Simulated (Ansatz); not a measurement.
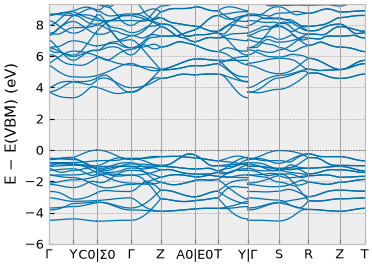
Figure: Band structure from the program Ansatz at the r²SCAN level (PAW)

Q: Read off the gap and where the band edges lie.

A: About 3.3 eV (3.34 eV by a search for the band edges); maximum at Σ0, minimum at Y.

The material is SrBiIO$_{2}$ in space group Cmcm (No. 63; Sr on 4c, Bi on 4c, I on 4c, O on 8e).

The workflow started from a Materials Project entry (that database holds measured and hypothetical structures alike); the Crystallography Open Database files this formula in space group No. 63, but the cells were not matched. Its standing as an ambient phase is unchecked. The cell was relaxed with r²SCAN under the symmetry of its start; whether a distortion lowers the energy is not shown. Spin–orbit coupling is left out wherever it is not named.

Potentials: the later of the program's two PAW sets.
